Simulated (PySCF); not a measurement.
Cl₃HHfO, SMILES `O[Hf](Cl)(Cl)Cl`.

Computed with PySCF, B3LYP/def2-SVP, geometry: GFN2-xTB. Core potentials replace the inner electrons of Hf; spin–orbit coupling isn't included. This is a single-reference result, which may miss multireference character in this system. No frequency check shows the geometry to be a minimum. GFN2-xTB bond lengths at metals and heavier atoms can be off by up to 0.1 Å and shapes distorted, which carries into these values. Without diffuse functions Rydberg states are missing, so the states' numbers hold for this basis only.

Input

```python
import numpy as np
from pyscf import gto, scf, dft, tdscf
from pyscf.scf import atom_ks, atom_hf
from scipy.linalg import block_diag

def solve(mol, dm0=None, hcore=None):
    mf = (dft.UKS if mol.spin else dft.RKS)(mol, xc='b3lyp')
    mf.grids.level = 3
    mf = mf.density_fit(auxbasis='def2-universal-jkfit')
    mf.conv_tol, mf.max_cycle = 1e-8, 80
    if hcore is not None:
        mf.get_hcore = lambda *args: hcore
    mf.kernel(dm0)
    if not mf.converged:
        mf = mf.newton().run(mf.mo_coeff, mf.mo_occ, max_cycle=30)
    assert mf.converged, 'SCF not converged'
    return mf

mol = gto.M(atom='''
O     -0.68204    -0.01216     1.91602
Hf    -0.01996    -0.00132     0.20597
Cl     1.19182     1.77086    -0.44558
Cl    -1.91766    -0.01252    -1.00389
Cl     1.22583    -1.74597    -0.45300
H     -1.60634    -0.01806     2.18417
''', basis='def2-svp', ecp={'Hf': 'def2-svp'}, charge=0, spin=0, verbose=4)
mf = solve(mol)
td = mf.TDA()
td.nstates, td.singlet, td.conv_tol = 5, True, 1e-5
td.kernel()
td.analyze()
x, y = np.array([p[0] for p in td.xy]), np.array([p[1] + 0 * p[0] for p in td.xy])
f, mu = td.oscillator_strength(), td.transition_dipole()
nto = [td.get_nto(state=i + 1, verbose=4) for i in range(len(td.e))]
# spherically averaged free atoms, for the promolecule
atom_ks.AtomSphAverageRKS.init_guess_by_vsap = lambda self, mol=None: self.init_guess_by_minao(mol)  # core potentials
atm = atom_ks.get_atm_nrks(mol, xc='b3lyp')
pro = block_diag(*[(atm[a[0]][2] * atm[a[0]][3]) @ atm[a[0]][2].T for a in mol._atom])
np.savez('result.npz', e=td.e, f=f, ok=td.converged, w=[n[0] for n in nto], nto=[n[1] for n in nto], x=x, y=y, c=mf.mo_coeff, occ=mf.mo_occ, eps=mf.mo_energy, pro=pro, mu=mu)
```

Command:

```sh
OMP_NUM_THREADS=1 python input.py
```

The run took 56 s on 1 thread of Intel(R) Xeon(R) 6975P-C (Granite Rapids), on a shared host, peak memory 0.59 GiB.

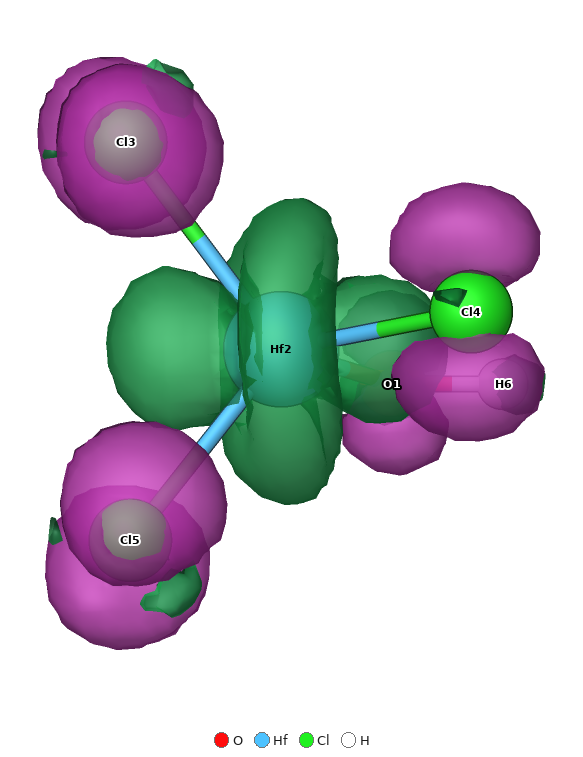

Unrelaxed difference density of S₃ less the ground state (TDA singlet states), ±0.03 e/Å³; green: gain, purple: loss.

How does the charge move on excitation?

0.81 e is displaced in all, of which about 0.6 e passes between atoms: Cl3 and Cl5 (0.22 e each) and Cl4 (0.14 e) lose electrons and Hf2 (0.57 e) gains them. The state: 6.79 eV (183 nm), f = 0.003, ligand-to-metal charge transfer; the leading pair carries 93 %; hole on Cl3 and Cl5 (31 % each), Cl4 (22 %) and O1 (9 %), electron on Hf2 (64 %), Cl3, Cl4 and Cl5 (8 % each) and O1 (7 %); their centroids lie 0.7 Å apart; S₂ lies within 0.1 eV of it.
